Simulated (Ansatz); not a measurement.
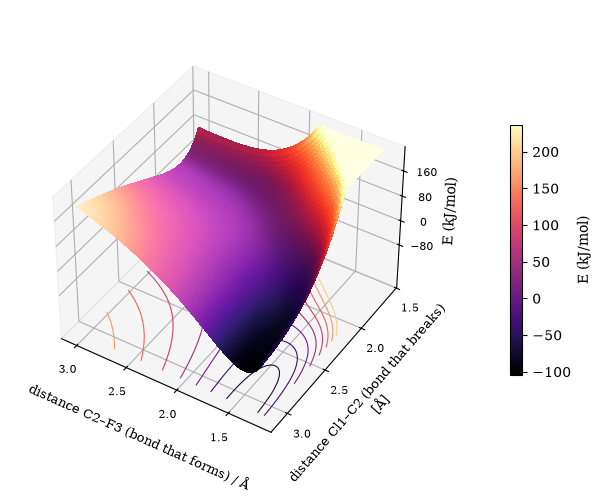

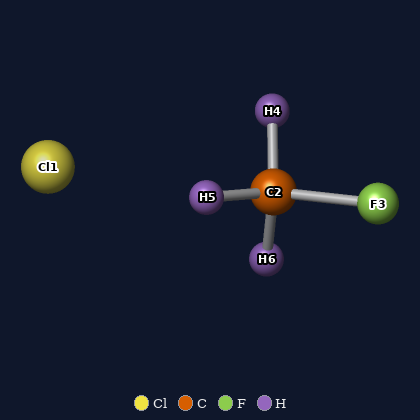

Energy landscape of the reacting system CH₃ClF (fragments CH₃Cl + F where the first distance is long, Cl + CH₃F where the second is long), charge −1. 
- Coordinates scanned: (1) distance C2–F3 (bond that forms); (2) distance Cl1–C2 (bond that breaks).
- Relaxed at each point: all other coordinates.
- Grid: 12 × 12 points.
- Points are written as (first, second).
- All energies are given in kJ/mol relative to a guessed transition structure relaxed with its forming and breaking bonds held.
- The reference is spin-restricted, so regions where a bond is pulled apart into radicals lie too high.
- Theory: RKS B3LYP-D4/def2-SVPD in Ansatz 0.2.0.

In the figure: a relief with its contours projected below, any walls above the top of the colour scale cut off. Between grid points the surface is interpolated. The second picture is the structure at the lowest point.

> What does the map say about the system?

The lowest grid point is at (1.438 Å, 3.102 Å), −104 kJ/mol from a guessed transition structure relaxed with its forming and breaking bonds held. It lies in a valley that leaves the map towards separated partners. There is a further well near (2.433 Å, 1.898 Å) (113 kJ/mol above the lowest at that grid point). The highest grid point, (1.224 Å, 1.602 Å), lies 875 kJ/mol above the lowest.

Grid values (kJ/mol):

```
second ↓, first →  1.224  1.314  1.438  1.579  1.732  1.896  2.068  2.247  2.433  2.625  2.822  3.024
            3.102    −28    −85   −104    −85    −46      0     44     84    119    149    174    196
            2.934    −20    −79   −101    −84    −49     −7     34     70    103    131    155    176
            2.769     −5    −67    −91    −79    −49    −12     24     57     86    112    135    154
            2.609     20    −45    −74    −68    −44    −14     16     44     70     93    113    130
            2.455     60    −10    −46    −49    −33    −12     10     32     53     73     90    106
            2.305    119     42     −4    −18    −15     −5      7     22     37     53     67     81
            2.162    198    113     53     24     11      8      9     14     23     34     46     57
            2.026    299    202    126     78     47     26     14     10     12     19     27     36
            1.898    416    306    212    143     92     53     27     13      9     10     16     22
            1.780    541    421    309    219    148     92     52     28     18     16     19     23
            1.677    667    539    413    306    217    145     93     62     46     41     42     45
            1.602    771    639    505    387    285    202    142    105     86     79     79     81
```

The input of one point:

```yaml
crystal:
  periodic: [false, false, false]
  atoms:
    - { symbol: Cl, position_ang: [-2.088734, -0.751563, 1.414271] }
    - { symbol: C, position_ang: [0.37293, 0.134162, -0.252494] }
    - { symbol: F, position_ang: [1.514077, 0.544708, -1.025202] }
    - { symbol: H, position_ang: [-0.102292, -0.740949, -0.702476] }
    - { symbol: H, position_ang: [-0.366438, 0.93717, -0.200972] }
    - { symbol: H, position_ang: [0.67056, -0.123628, 0.766869] }
total_charge: -1
basis:
  gaussian: { orbitals: def2-SVPD }
hamiltonian:
  xc: { name: B3LYP }
  dispersion: d4
output:
  forces: true
relax:
  f_tol: 0.02
  max_steps: 50
  escape_saddle: false
  constraints: [{ distance: [1, 2] }, { distance: [0, 1] }]
scf:
  lower_state_search: "off"
```

Each point was launched as `ansatz run input.yaml --threads 1 --pin off --max-ram 2560MiB --backend cpu --events-out ev --progress --plain --runs-dir out`. The whole map (144 points run) took 14 min on 1 thread of Arm Neoverse V1, on a shared host.
